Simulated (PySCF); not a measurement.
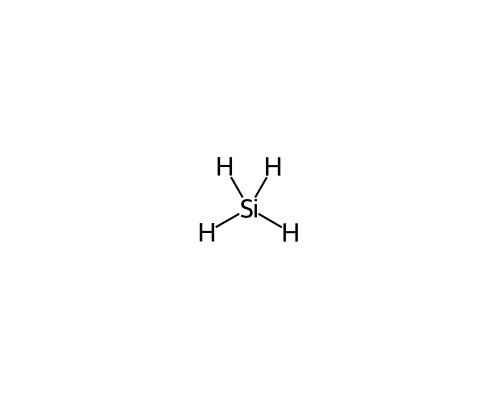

Figure made from data computed with PySCF.

Q: Transcribe the drawing into SMILES.

A: [SiH4]

Q: Give the formula, hydrogens included.

A: SiH4.

Q: An optimisation with GFN2-xTB gave a structure of which point group?

A: Td.
